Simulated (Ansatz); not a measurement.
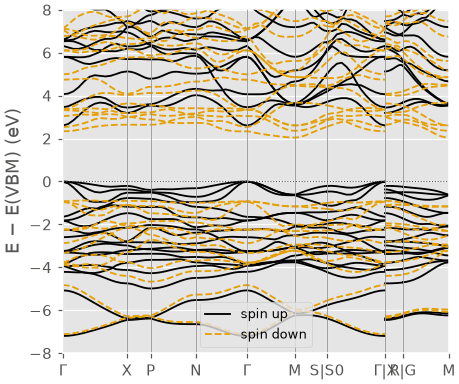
Band structure from r²SCAN (plane waves, PAW; program Ansatz)

Q: Read off the gap and where the band edges lie.

A: About 2.0 eV (2.04 eV by a search for the band edges); maximum at Γ, minimum at M.

Q: Which compound is it?
A) ZnCu2SnS4, I-42m (Zn on 2a, Cu on 4d, Sn on 2b, S on 8i)
B) Ba2HfO4, I4/mmm (Ba on 4e, Hf on 2a, O on 4c, O on 4e)
C) MnGa2S4, I-4 (Mn on 2d, Ga on 2c, Ga on 2b, S on 8g)
D) Ba2HfS4, I4/mmm (Ba on 4e, Hf on 2a, S on 4c, S on 4e)

A: C, MnGa2S4, I-4 (Mn on 2d, Ga on 2c, Ga on 2b, S on 8g)

The workflow started from a Materials Project entry (that database holds measured and hypothetical structures alike); the Crystallography Open Database copy checked does not list it. COD files the formula under space group No. 15. Whether it is the stable phase at ambient conditions was not checked. The cell was relaxed with r²SCAN under the symmetry of its start; its stability against distortions is not shown here. Magnetic state: ferromagnetic, chosen from 3 collinear starts compared on coarse meshes (ties went to the first, and starts can fall back to one state), not a proven ground state. Other orbital occupations within this spin state were not tried. No Hubbard U is applied. Spin–orbit coupling is left out wherever it is not named.

Potentials: the later of the program's two PAW sets.
